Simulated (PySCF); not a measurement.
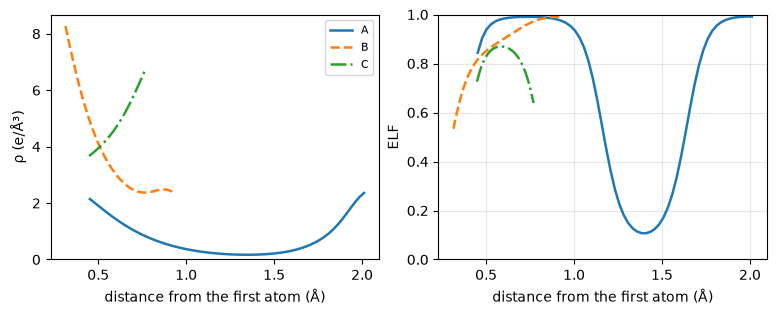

*HF···CO (SMILES F.[C-]#[O+]). Electron density and ELF along straight lines between neighbouring atoms. The curves leave out the atomic cores.*

Geometry: PBE0-D3(BJ)/def2-TZVPD.

These are results of PySCF 2.14.0, wB97M-D3(BJ)/def2-TZVPD, SCF density, gas phase, not measurements.

Question: Which curve belongs to which contact (C–H, C–O and F–H)? The first atom named is at distance zero.

Answer: Curve A: C3···H2 (2.01 Å): the density falls to about 0.17 e/Å³ on the way; the ELF dips to about 0.10 between them. Curve B: F–H (0.93 Å): ρ is about 4.7 e/Å³ halfway; the ELF climbs to about 1 towards the hydrogen, as it does in any bond to H: a covalent bond by its length. Curve C: C–O (1.12 Å): ρ is about 4.3 e/Å³ halfway; the ELF peaks at about 0.85 between the atoms (a multiple bond).
